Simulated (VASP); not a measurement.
Here is the system:

```
CELL_PARAMETERS angstrom
      3.99965     0.00000     0.00000
     -1.99983     3.46380     0.00000
      0.00000     0.00000     4.77402
ATOMIC_POSITIONS crystal
  Mn 0.66667 0.33333 0.75000
  Mn 0.33333 0.66667 0.25000
  Si 0.33333 0.66667 0.75000
  Si 0.66667 0.33333 0.25000
  Ni 0.00000 0.00000 0.50000
  Ni 0.00000 0.00000 0.00000
```

Method: PBEsol GGA, VASP's PBE PAW potentials (set 64) (plane waves; VASP). Settings: 400 eV cut-off, 10×10×7 Γ-centred mesh, tetrahedra with Blöchl corrections, potentials Mn_pv Si Ni.

The run has a spin-polarised start.

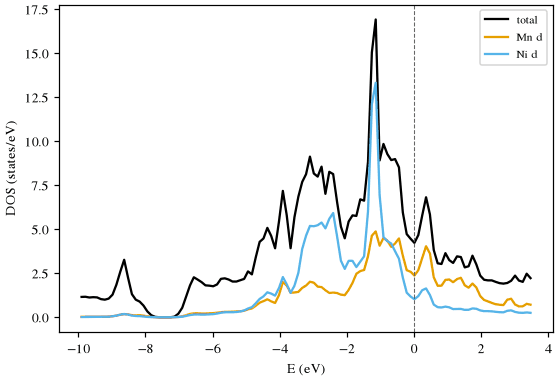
Fig. 1. Total and projected density of states, zero at the Fermi level

Within 2 eV below the Fermi level the largest weight inside VASP's projection spheres is Ni d, then Mn d.

It has no gap at this level: it comes out as a metal or semimetal.

The structure comes from a computed database's MnSiNi entry (P6_3/mmc); how it stands against other phases isn't given here. It was relaxed first.
